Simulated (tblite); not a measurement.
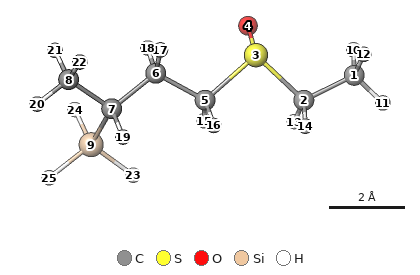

The structure as given in the input (ball-and-stick view, seen at a tilt; atoms are numbered from 1 in the order of the input).

# Geometry relaxation, with input and output: C6H16OSSi

- system: C6H16OSSi
- method: GFN2-xTB geometry optimisation, gas phase (tblite 0.8.0)

It belongs to a series of runs on one base structure; here: constitutional isomer.

Input file:
```
{"job": {"kind": "relax", "xc": "GFN2-xTB", "basis": "xTB"}, "charge": 0, "multiplicity": 1}
C      4.445100     0.337800     0.019000
C      3.051100    -0.182900     0.346700
S      1.781300     0.972900    -0.201300
O      1.756000     0.950700    -1.713300
C      0.356500    -0.025400     0.383300
C     -0.964900     0.678600     0.035800
C     -2.210200    -0.040400     0.591600
C     -3.405600     0.922600     0.549700
Si    -2.609400    -1.711200    -0.254000
H      4.558100     0.466000    -1.056200
H      5.201200    -0.358300     0.368600
H      4.613400     1.307700     0.496500
H      2.884300    -1.152600    -0.118800
H      2.959100    -0.312500     1.436100
H      0.422900    -0.994900    -0.102000
H      0.456700    -0.146400     1.471000
H     -0.921600     1.696700     0.462800
H     -1.049900     0.799500    -1.049100
H     -2.029700    -0.276100     1.657800
H     -4.302300     0.463900     0.989600
H     -3.655000     1.215200    -0.479600
H     -3.201400     1.834200     1.113400
H     -1.458400    -2.623200    -0.064200
H     -2.875300    -1.495600    -1.700800
H     -3.813000    -2.302200     0.384800
```

The first line tells a small driver script what to run in tblite; the rest is the geometry in Å.

Hardware: 1 CPU thread, shared host.

Launched with:
```bash
OMP_NUM_THREADS=1 python <driver script> task.json out
```

The program's output:
```
step      E/eV     max force
  0    -816.90504    2.452
  1    -817.00735    1.007
  2    -817.02677    0.326
  3    -817.03661    0.155
  4    -817.04004    0.181
  5    -817.04348    0.146
  6    -817.04507    0.088
  7    -817.04643    0.074
  8    -817.04744    0.077
  9    -817.04834    0.071
 10    -817.04915    0.061
 11    -817.05001    0.071
 12    -817.05089    0.068
 13    -817.05170    0.072
 14    -817.05238    0.056
 15    -817.05295    0.046
 16    -817.05349    0.047
 17    -817.05398    0.050
 18    -817.05437    0.036
 19    -817.05463    0.028
 20    -817.05481    0.026
 21    -817.05498    0.030
 22    -817.05517    0.026
 23    -817.05535    0.027
 24    -817.05551    0.023
 25    -817.05564    0.027
 26    -817.05576    0.026
 27    -817.05591    0.028
 28    -817.05606    0.030
 29    -817.05618    0.031
 30    -817.05630    0.031
 31    -817.05642    0.029
 32    -817.05658    0.034
 33    -817.05677    0.034
 34    -817.05698    0.044
 35    -817.05722    0.038
 36    -817.05748    0.041
 37    -817.05772    0.033
 38    -817.05794    0.029
 39    -817.05814    0.033
 40    -817.05835    0.037
 41    -817.05855    0.035
 42    -817.05873    0.027
 43    -817.05889    0.030
 44    -817.05907    0.037
 45    -817.05927    0.044
 46    -817.05945    0.037
 47    -817.05960    0.027
 48    -817.05971    0.023
 49    -817.05982    0.026
 50    -817.05994    0.024
 51    -817.06007    0.028
 52    -817.06020    0.031
 53    -817.06033    0.029
 54    -817.06049    0.038
 55    -817.06066    0.032
 56    -817.06083    0.028
 57    -817.06100    0.029
 58    -817.06119    0.030
 59    -817.06142    0.037
 60    -817.06169    0.038
 61    -817.06195    0.035
 62    -817.06220    0.032
 63    -817.06246    0.035
 64    -817.06276    0.037
 65    -817.06308    0.036
 66    -817.06338    0.035
 67    -817.06366    0.032
 68    -817.06392    0.040
 69    -817.06416    0.045
 70    -817.06446    0.045
 71    -817.06487    0.031
 72    -817.06506    0.036
 73    -817.06541    0.036
 74    -817.06573    0.037
 75    -817.06604    0.035
 76    -817.06627    0.032
 77    -817.06649    0.035
 78    -817.06675    0.032
 79    -817.06702    0.048
 80    -817.06729    0.038
 81    -817.06755    0.024
 82    -817.06767    0.023
 83    -817.06785    0.027
 84    -817.06799    0.026
 85    -817.06812    0.022
 86    -817.06824    0.024
 87    -817.06839    0.028
 88    -817.06857    0.029
 89    -817.06874    0.028
 90    -817.06886    0.020
 91    -817.06893    0.017
 92    -817.06899    0.016
 93    -817.06904    0.014
 94    -817.06909    0.016
 95    -817.06913    0.017
 96    -817.06919    0.017
 97    -817.06925    0.018
 98    -817.06934    0.015
 99    -817.06940    0.016
100    -817.06946    0.013
101    -817.06951    0.012
102    -817.06955    0.011
103    -817.06958    0.009
```

Trajectory as extended XYZ (Å, eV, eV/Å), 9 of the 104 frames kept, from step=0 to step=103:
```
25
Properties=species:S:1:pos:R:3:forces:R:3 step=0 energy=-816.90504
C     4.4451    0.3378    0.0190   -0.1270   0.2290  -0.0440
C     3.0511   -0.1829    0.3467    0.8180  -0.7880   0.5550
S     1.7813    0.9729   -0.2013   -0.4170   1.1940  -2.1010
O     1.7560    0.9507   -1.7133    0.0380  -0.2300   2.1150
C     0.3565   -0.0254    0.3833   -0.6570  -0.1490   0.0400
C    -0.9649    0.6786    0.0358    0.1920   0.0490   0.2860
C    -2.2102   -0.0404    0.5916   -0.0230   0.1220   0.2100
C    -3.4056    0.9226    0.5497   -0.3080  -0.1260  -0.1390
Si   -2.6094   -1.7112   -0.2540   -0.1160  -0.0620  -0.3040
H     4.5581    0.4660   -1.0562   -0.0570  -0.0090   0.0380
H     5.2012   -0.3583    0.3686    0.0530  -0.0410   0.0140
H     4.6134    1.3077    0.4965   -0.0490  -0.1790  -0.0710
H     2.8843   -1.1526   -0.1188    0.0000  -0.0440  -0.1370
H     2.9591   -0.3125    1.4361   -0.1200   0.1720  -0.2840
H     0.4229   -0.9949   -0.1020   -0.0710  -0.1080  -0.0170
H     0.4567   -0.1464    1.4710    0.0080   0.0980  -0.3010
H    -0.9216    1.6967    0.4628   -0.0130  -0.2630  -0.0830
H    -1.0499    0.7995   -1.0491    0.0800  -0.1170   0.1240
H    -2.0297   -0.2761    1.6578    0.0630   0.1890  -0.2270
H    -4.3023    0.4639    0.9896    0.2990   0.0550  -0.1490
H    -3.6550    1.2152   -0.4796    0.1570  -0.1410   0.2860
H    -3.2014    1.8342    1.1134    0.0720  -0.0560  -0.0400
H    -1.4584   -2.6232   -0.0642   -0.2380   0.1190  -0.0470
H    -2.8753   -1.4956   -1.7008    0.1010  -0.0660   0.4100
H    -3.8130   -2.3022    0.3848    0.3160   0.1520  -0.1340
25
Properties=species:S:1:pos:R:3:forces:R:3 step=13 energy=-817.05170
C     4.4426    0.3382    0.0203   -0.0360  -0.0110  -0.0060
C     3.0674   -0.1995    0.3666   -0.0310   0.0070  -0.0060
S     1.7627    1.0048   -0.2110   -0.0050  -0.0720   0.0020
O     1.7501    0.9206   -1.6719    0.0060  -0.0050   0.0280
C     0.3323   -0.0334    0.3798    0.0030   0.0140  -0.0100
C    -0.9672    0.6772    0.0462    0.0190   0.0050   0.0060
C    -2.2019   -0.0343    0.6112   -0.0020   0.0230   0.0020
C    -3.4017    0.9097    0.5465   -0.0300   0.0030  -0.0040
Si   -2.5972   -1.6915   -0.2606    0.0140   0.0170   0.0290
H     4.5240    0.4647   -1.0568   -0.0100   0.0350  -0.0030
H     5.2213   -0.3492    0.3464   -0.0150  -0.0070   0.0010
H     4.6091    1.3018    0.4981   -0.0100  -0.0140  -0.0120
H     2.8783   -1.1477   -0.1352    0.0150   0.0170   0.0360
H     2.9349   -0.3060    1.4424    0.0210  -0.0030  -0.0310
H     0.3904   -1.0036   -0.1108    0.0260   0.0300   0.0250
H     0.4514   -0.1448    1.4577    0.0010  -0.0090  -0.0380
H    -0.9221    1.6902    0.4620    0.0150  -0.0040  -0.0100
H    -1.0511    0.7752   -1.0386    0.0070   0.0010   0.0120
H    -2.0047   -0.2317    1.6729   -0.0050  -0.0330  -0.0220
H    -4.2859    0.4431    0.9736   -0.0210  -0.0200   0.0040
H    -3.6254    1.1832   -0.4823    0.0140  -0.0090  -0.0180
H    -3.2023    1.8259    1.1025    0.0000   0.0010  -0.0090
H    -1.4833   -2.6276   -0.0837    0.0000  -0.0070  -0.0120
H    -2.8498   -1.4732   -1.6863    0.0250   0.0280   0.0500
H    -3.7829   -2.2680    0.3783    0.0000   0.0130  -0.0130
25
Properties=species:S:1:pos:R:3:forces:R:3 step=26 energy=-817.05576
C     4.4287    0.3397    0.0121    0.0100   0.0020  -0.0060
C     3.0624   -0.2065    0.3714   -0.0090   0.0020   0.0010
S     1.7619    0.9938   -0.2072    0.0050   0.0190  -0.0100
O     1.7515    0.9042   -1.6676    0.0020  -0.0010  -0.0030
C     0.3335   -0.0364    0.3819   -0.0010  -0.0040   0.0050
C    -0.9624    0.6789    0.0518   -0.0130   0.0120   0.0010
C    -2.1959   -0.0287    0.6219   -0.0110   0.0000   0.0000
C    -3.4047    0.9032    0.5397   -0.0050  -0.0010  -0.0030
Si   -2.5834   -1.6849   -0.2502    0.0020   0.0080   0.0070
H     4.4946    0.4870   -1.0631   -0.0110   0.0100  -0.0140
H     5.2126   -0.3502    0.3175    0.0190  -0.0040  -0.0030
H     4.5945    1.2963    0.5024    0.0180   0.0060   0.0020
H     2.8764   -1.1589   -0.1207   -0.0030  -0.0140   0.0020
H     2.9427   -0.3069    1.4479   -0.0040  -0.0070   0.0130
H     0.3940   -1.0032   -0.1119   -0.0030  -0.0200   0.0060
H     0.4520   -0.1521    1.4579    0.0080  -0.0140   0.0140
H    -0.9089    1.6930    0.4617   -0.0020   0.0190   0.0170
H    -1.0491    0.7737   -1.0325   -0.0030   0.0020  -0.0110
H    -2.0009   -0.2220    1.6839   -0.0090  -0.0010  -0.0010
H    -4.2892    0.4296    0.9599    0.0000  -0.0040   0.0040
H    -3.6181    1.1635   -0.4949    0.0050   0.0020  -0.0060
H    -3.2212    1.8265    1.0892    0.0030   0.0000  -0.0060
H    -1.4823   -2.6384   -0.0867   -0.0050   0.0090   0.0070
H    -2.8174   -1.4264   -1.6703    0.0050  -0.0100  -0.0020
H    -3.7820   -2.2507    0.3729    0.0010  -0.0070  -0.0140
25
Properties=species:S:1:pos:R:3:forces:R:3 step=39 energy=-817.05814
C     4.4266    0.3413   -0.0060    0.0010   0.0040  -0.0080
C     3.0688   -0.2107    0.3808    0.0210  -0.0050   0.0070
S     1.7631    0.9825   -0.2017   -0.0200  -0.0260  -0.0030
O     1.7565    0.8814   -1.6611   -0.0100   0.0110  -0.0160
C     0.3316   -0.0432    0.3948   -0.0170   0.0050   0.0100
C    -0.9621    0.6845    0.0750    0.0030   0.0040  -0.0010
C    -2.2047   -0.0225    0.6293    0.0130  -0.0020  -0.0130
C    -3.4147    0.9059    0.5248    0.0070  -0.0130   0.0010
Si   -2.5745   -1.6803   -0.2492    0.0030   0.0000  -0.0090
H     4.4496    0.5219   -1.0785    0.0040  -0.0010  -0.0090
H     5.2218   -0.3580    0.2459   -0.0150  -0.0020   0.0040
H     4.6159    1.2830    0.5050    0.0010  -0.0070   0.0020
H     2.8841   -1.1704   -0.0990   -0.0160   0.0150   0.0010
H     2.9587   -0.3012    1.4594    0.0160   0.0000   0.0040
H     0.3778   -1.0110   -0.1008    0.0190   0.0230   0.0090
H     0.4614   -0.1623    1.4696   -0.0150  -0.0100   0.0030
H    -0.9025    1.6942    0.4968   -0.0100  -0.0100   0.0190
H    -1.0450    0.7943   -1.0088   -0.0060  -0.0050   0.0030
H    -2.0264   -0.2153    1.6947   -0.0040   0.0100  -0.0120
H    -4.2991    0.4316    0.9446   -0.0070   0.0120   0.0000
H    -3.6213    1.1512   -0.5152    0.0090   0.0030   0.0100
H    -3.2399    1.8373    1.0640    0.0050  -0.0110  -0.0100
H    -1.4741   -2.6280   -0.0504   -0.0110  -0.0020   0.0010
H    -2.7724   -1.4238   -1.6755    0.0160  -0.0090   0.0030
H    -3.7902   -2.2581    0.3288    0.0120   0.0160   0.0040
25
Properties=species:S:1:pos:R:3:forces:R:3 step=52 energy=-817.06020
C     4.4255    0.3401   -0.0296   -0.0120  -0.0010   0.0010
C     3.0738   -0.2073    0.3857   -0.0120   0.0010  -0.0010
S     1.7543    0.9774   -0.1879    0.0260   0.0160  -0.0070
O     1.7360    0.8661   -1.6470   -0.0050   0.0200  -0.0030
C     0.3254   -0.0454    0.4153    0.0200   0.0010   0.0020
C    -0.9639    0.6903    0.0987    0.0060  -0.0020   0.0060
C    -2.2112   -0.0233    0.6294   -0.0040   0.0010  -0.0050
C    -3.4181    0.9066    0.5076   -0.0030  -0.0040  -0.0010
Si   -2.5601   -1.6822   -0.2547    0.0010   0.0030   0.0060
H     4.4213    0.5451   -1.0984   -0.0030  -0.0180   0.0080
H     5.2187   -0.3740    0.1859   -0.0170   0.0120  -0.0040
H     4.6391    1.2677    0.4976    0.0020  -0.0060  -0.0070
H     2.8754   -1.1692   -0.0832    0.0060  -0.0020  -0.0070
H     2.9854   -0.2904    1.4669    0.0000   0.0040   0.0030
H     0.3744   -1.0074   -0.0895   -0.0130  -0.0080  -0.0020
H     0.4528   -0.1760    1.4887    0.0000   0.0040   0.0100
H    -0.9079    1.6906    0.5425    0.0070   0.0000   0.0050
H    -1.0395    0.8217   -0.9833    0.0040  -0.0110   0.0070
H    -2.0513   -0.2170    1.6975    0.0030   0.0030  -0.0120
H    -4.3083    0.4416    0.9250   -0.0050   0.0000   0.0000
H    -3.6162    1.1455   -0.5354    0.0090  -0.0010   0.0010
H    -3.2412    1.8415    1.0396   -0.0080  -0.0060  -0.0020
H    -1.4738   -2.6368   -0.0145   -0.0090  -0.0010   0.0050
H    -2.7065   -1.4398   -1.6895    0.0040  -0.0030   0.0090
H    -3.7949   -2.2413    0.2999    0.0010   0.0010  -0.0130
25
Properties=species:S:1:pos:R:3:forces:R:3 step=64 energy=-817.06276
C     4.4119    0.3285   -0.0730   -0.0140  -0.0040   0.0080
C     3.0695   -0.2026    0.3855   -0.0290  -0.0050   0.0100
S     1.7461    0.9900   -0.1558   -0.0050   0.0010   0.0050
O     1.7028    0.9073   -1.6165    0.0100  -0.0010   0.0140
C     0.3288   -0.0464    0.4534    0.0190   0.0060   0.0040
C    -0.9569    0.6977    0.1454    0.0180  -0.0020  -0.0060
C    -2.2150   -0.0234    0.6363    0.0100  -0.0130  -0.0080
C    -3.4205    0.9017    0.4754   -0.0110  -0.0050   0.0010
Si   -2.5348   -1.6841   -0.2553   -0.0080  -0.0220  -0.0050
H     4.3647    0.5451   -1.1378    0.0280  -0.0130  -0.0200
H     5.1977   -0.4019    0.1044    0.0300  -0.0070  -0.0130
H     4.6627    1.2450    0.4555    0.0000   0.0200  -0.0020
H     2.8538   -1.1692   -0.0654   -0.0110   0.0000  -0.0130
H     3.0059   -0.2709    1.4693    0.0130  -0.0100   0.0120
H     0.3702   -1.0055   -0.0588    0.0010   0.0130  -0.0010
H     0.4667   -0.1844    1.5245   -0.0090   0.0040   0.0070
H    -0.9033    1.6859    0.6164   -0.0030  -0.0010  -0.0050
H    -1.0107    0.8561   -0.9341   -0.0340   0.0010  -0.0070
H    -2.0846   -0.2166    1.7082   -0.0100   0.0010  -0.0010
H    -4.3210    0.4392    0.8716   -0.0140  -0.0150   0.0150
H    -3.5921    1.1300   -0.5743    0.0160   0.0120  -0.0090
H    -3.2601    1.8410    1.0040   -0.0050   0.0080  -0.0010
H    -1.4942   -2.6659    0.0687   -0.0020   0.0220   0.0030
H    -2.5823   -1.4609   -1.7005    0.0100   0.0040   0.0240
H    -3.8160   -2.2117    0.2201    0.0020   0.0040  -0.0130
25
Properties=species:S:1:pos:R:3:forces:R:3 step=77 energy=-817.06649
C     4.3989    0.3005   -0.1374    0.0060   0.0020   0.0020
C     3.0668   -0.2014    0.3822    0.0050  -0.0030  -0.0020
S     1.7445    1.0216   -0.0889    0.0040   0.0030   0.0150
O     1.6782    0.9929   -1.5505   -0.0020   0.0010   0.0000
C     0.3316   -0.0312    0.5041   -0.0150   0.0000   0.0100
C    -0.9580    0.7073    0.2008   -0.0160  -0.0050  -0.0120
C    -2.2234   -0.0287    0.6510   -0.0140   0.0070   0.0020
C    -3.4268    0.8891    0.4370   -0.0050  -0.0030  -0.0030
Si   -2.5038   -1.6921   -0.2495    0.0190   0.0280   0.0090
H     4.3166    0.4978   -1.2047    0.0140  -0.0100   0.0150
H     5.1847   -0.4353    0.0250   -0.0200  -0.0020  -0.0160
H     4.6818    1.2234    0.3641   -0.0080   0.0100  -0.0110
H     2.8034   -1.1573   -0.0662    0.0200  -0.0140   0.0040
H     3.0554   -0.2762    1.4677   -0.0030  -0.0120  -0.0010
H     0.3807   -0.9839   -0.0194   -0.0110   0.0040   0.0030
H     0.4641   -0.1785    1.5744    0.0150  -0.0130   0.0100
H    -0.9171    1.6850    0.6950   -0.0090  -0.0060  -0.0190
H    -1.0058    0.8875   -0.8754    0.0020   0.0190  -0.0140
H    -2.1350   -0.2204    1.7273    0.0060   0.0150   0.0000
H    -4.3430    0.4208    0.7893    0.0030   0.0050   0.0180
H    -3.5471    1.1148   -0.6207   -0.0020   0.0150   0.0020
H    -3.2958    1.8311    0.9700   -0.0150  -0.0140  -0.0010
H    -1.5239   -2.6846    0.2000    0.0060  -0.0150   0.0060
H    -2.3913   -1.4863   -1.6915    0.0130   0.0010  -0.0220
H    -3.8465   -2.1716    0.0834    0.0080  -0.0140   0.0050
25
Properties=species:S:1:pos:R:3:forces:R:3 step=90 energy=-817.06886
C     4.3901    0.2836   -0.1738   -0.0080   0.0030   0.0050
C     3.0700   -0.2140    0.3803   -0.0090  -0.0070   0.0020
S     1.7450    1.0268   -0.0431    0.0120  -0.0120  -0.0110
O     1.6627    1.0380   -1.5044    0.0010   0.0010   0.0070
C     0.3219   -0.0231    0.5329   -0.0030   0.0040  -0.0020
C    -0.9627    0.7227    0.2210   -0.0060   0.0010   0.0000
C    -2.2310   -0.0182    0.6534   -0.0110  -0.0030   0.0040
C    -3.4411    0.8863    0.4196   -0.0090  -0.0030   0.0020
Si   -2.4682   -1.6894   -0.2459   -0.0030  -0.0060  -0.0090
H     4.2862    0.4704   -1.2406   -0.0050  -0.0020  -0.0020
H     5.1779   -0.4517   -0.0229   -0.0020  -0.0060  -0.0020
H     4.6830    1.2122    0.3108    0.0000   0.0070   0.0030
H     2.7946   -1.1688   -0.0633   -0.0120   0.0000  -0.0110
H     3.0893   -0.2967    1.4651   -0.0070   0.0040   0.0050
H     0.3667   -0.9725    0.0029    0.0060   0.0040   0.0020
H     0.4482   -0.1807    1.6030   -0.0020   0.0020  -0.0050
H    -0.9285    1.6969    0.7212    0.0050   0.0060  -0.0050
H    -1.0005    0.9110   -0.8546    0.0170   0.0060  -0.0020
H    -2.1575   -0.2015    1.7320    0.0010  -0.0060   0.0060
H    -4.3566    0.4052    0.7562   -0.0020  -0.0040   0.0060
H    -3.5485    1.1177   -0.6384    0.0100  -0.0030   0.0040
H    -3.3341    1.8266    0.9605    0.0080  -0.0050  -0.0050
H    -1.5297   -2.6918    0.2703    0.0060   0.0130   0.0060
H    -2.2581   -1.4980   -1.6803    0.0010  -0.0030   0.0010
H    -3.8300   -2.1668    0.0053    0.0140   0.0080  -0.0020
25
Properties=species:S:1:pos:R:3:forces:R:3 step=103 energy=-817.06958
C     4.3776    0.2716   -0.1868    0.0020  -0.0020   0.0030
C     3.0606   -0.2221    0.3779    0.0040  -0.0030  -0.0030
S     1.7455    1.0331   -0.0256    0.0000   0.0050   0.0060
O     1.6567    1.0619   -1.4860   -0.0020  -0.0010  -0.0090
C     0.3198   -0.0143    0.5447   -0.0030   0.0040  -0.0010
C    -0.9626    0.7323    0.2277   -0.0030   0.0020  -0.0010
C    -2.2300   -0.0145    0.6521    0.0020  -0.0050   0.0030
C    -3.4445    0.8821    0.4156    0.0020  -0.0030  -0.0020
Si   -2.4457   -1.6877   -0.2479    0.0010   0.0000   0.0010
H     4.2663    0.4523   -1.2541   -0.0010  -0.0030   0.0080
H     5.1671   -0.4624   -0.0367   -0.0060   0.0000  -0.0030
H     4.6722    1.2039    0.2901    0.0040  -0.0020   0.0050
H     2.7734   -1.1711   -0.0710   -0.0050  -0.0010  -0.0010
H     3.0877   -0.3115    1.4622    0.0020   0.0000  -0.0060
H     0.3664   -0.9631    0.0139    0.0000   0.0020   0.0010
H     0.4409   -0.1739    1.6149    0.0050   0.0050  -0.0020
H    -0.9315    1.7059    0.7291   -0.0010   0.0020   0.0030
H    -0.9912    0.9232   -0.8478   -0.0040   0.0020  -0.0020
H    -2.1601   -0.2007    1.7305    0.0010   0.0010   0.0080
H    -4.3580    0.3943    0.7478   -0.0030  -0.0010   0.0050
H    -3.5475    1.1138   -0.6425   -0.0020   0.0060  -0.0040
H    -3.3441    1.8217    0.9588    0.0000   0.0020  -0.0050
H    -1.5197   -2.6797    0.3084    0.0040  -0.0060  -0.0030
H    -2.1965   -1.5105   -1.6775    0.0040   0.0010   0.0000
H    -3.8135   -2.1606   -0.0304   -0.0030  -0.0060   0.0000
```

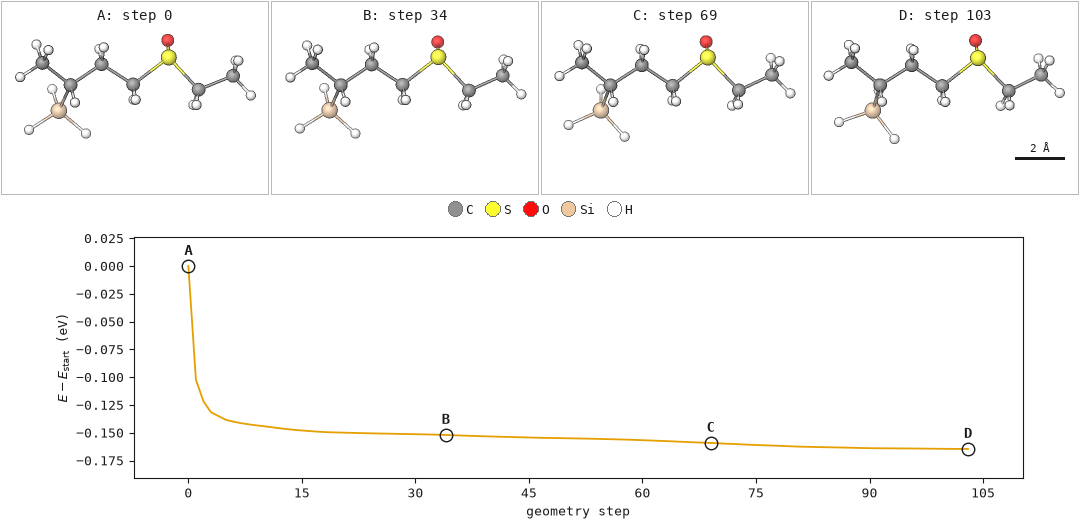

Frames of the relaxation (ball-and-stick view, seen at a tilt) above the curves, on which the letters mark them (steps are counted from 0).

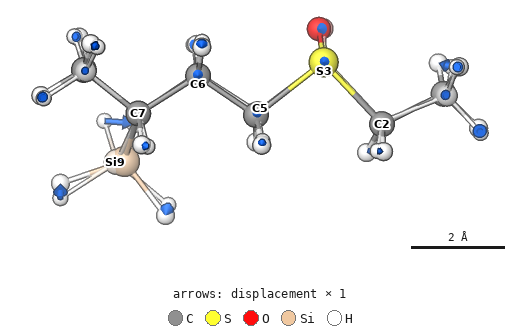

Start (faint) and end (solid) with the displacements as blue arrows, at true length (ball-and-stick view, seen at a tilt). The two geometries are laid on each other by the best rigid fit. H24 moves most after the best rigid fit: 0.68 Å. By element the largest moves are H 0.68 Å, O 0.27 Å, C 0.23 Å, S 0.19 Å, Si 0.17 Å. Among the contacts that change: C2–S3 1.802 → 1.862 Å, S3–O4 1.512 → 1.463 Å, Si9–H24 1.487 → 1.462 Å, S3–C5 1.835 → 1.859 Å. Among the angles that change: Si9–C7–H19 105.9° → 108.8°, C1–C2–H14 109.2° → 112.1°, C1–C2–S3 111.1° → 108.3°. Over 103 geometry steps the energy falls by 0.165 eV. Largest force component: 2.1 eV/Å at the start, 0.009 eV/Å at the end. (Atoms are counted from 1 in the order of the input.)

Results in brief:

- outcome: converged
- total energy: −817.0696 eV
- wall time: 1.1 s
- peak memory: 0.18 GiB
